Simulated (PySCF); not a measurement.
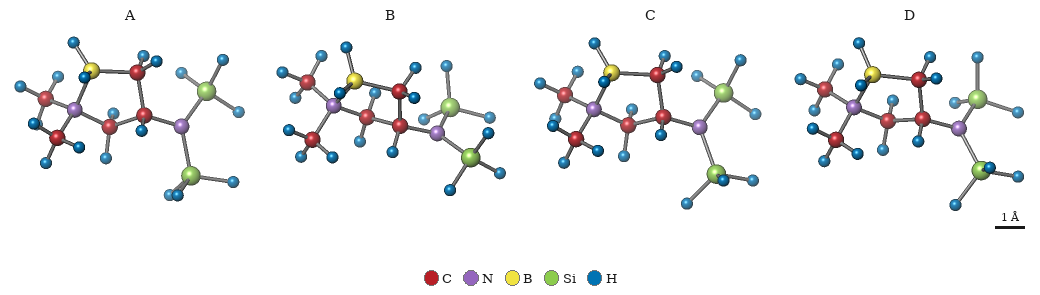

4 geometries from one relaxation of C$_{5}$H$_{19}$BN$_{2}$Si$_{2}$, in shuffled order. Style: ball-and-stick. Shown from a free direction.

The start comes from GFN2-xTB. Its atoms were then displaced at random by about 0.01 Å.

The calculation used PBE0-D3(BJ)/def2-SVP geometry optimisation, gas phase in PySCF 2.14.0, density-fitted response routines. 

### Order the frames from highest to lowest energy.

B, D, A, C. They are steps 0, 12, 17, 28, at +32.6 kJ/mol, +6.98 kJ/mol, +4.59 kJ/mol relative to the last. The largest move after the best rigid fit is that of an H atom, 1.88 Å. By element the largest moves are H 1.88 Å, Si 0.95 Å, C 0.70 Å, B 0.39 Å, N 0.25 Å. Some distances before and after: H–Si 1.447 → 1.498 Å, C–N 1.426 → 1.469 Å, C–H 1.122 → 1.097 Å, B–C 1.600 → 1.624 Å. Bond angles that change, for instance: N–Si–H 106.9° → 111.0°, H–Si–H 110.3° → 106.4°, N–Si–H 108.0° → 111.6°. Groups turn about C–N by about 60°, N–Si by about 25°. After 28 geometry steps the energy has fallen by 32.6 kJ/mol.
